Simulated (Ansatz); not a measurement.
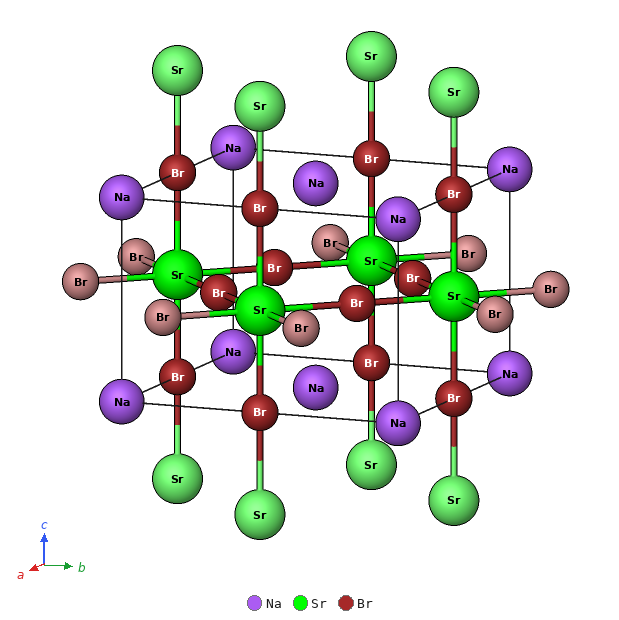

Crystal structure, ball-and-stick style, seen slightly off an axis. The parallelepiped is the conventional unit cell. Atoms of adjacent cells appear where they bond to atoms in the box, in fainter colours.

NaSrBr3, space group Cmmm (No. 65), a = 8.215 Å, b = 8.551 Å, c = 5.928 Å, α = 90.00°, β = 90.00°, γ = 90.00°. Provenance: a structure type filled with these elements by a generator (whether the compound takes this form wasn't checked). The cell was then strained or its atoms displaced on purpose. It went into a calculation with Ansatz.

This one geometry was computed with Ansatz (DFT, plane waves, PAW) at three levels of theory: PBE, HSE06 and r2SCAN. It was relaxed with r2SCAN and then strained.

> How does the band gap change with the level of theory?

PBE: a gap of 2.96 eV, indirect; r2SCAN: a gap of 3.69 eV, indirect; HSE06: a gap of 4.07 eV, indirect.

> Collect the results in a table.

| level | cutoff (eV) | k-mesh of the run's cell | gap (eV) | pressure (GPa) |
| --- | --- | --- | --- | --- |
| PBE | 420 | 4×4×4 | 2.96 | 0.3 |
| HSE06 | 420 | 4×4×4 | 4.07 | 0.1 |
| r2SCAN | 500 | 4×4×4 | 3.69 | 0.0 |

Gaps are taken on the k-mesh or band path of each run.
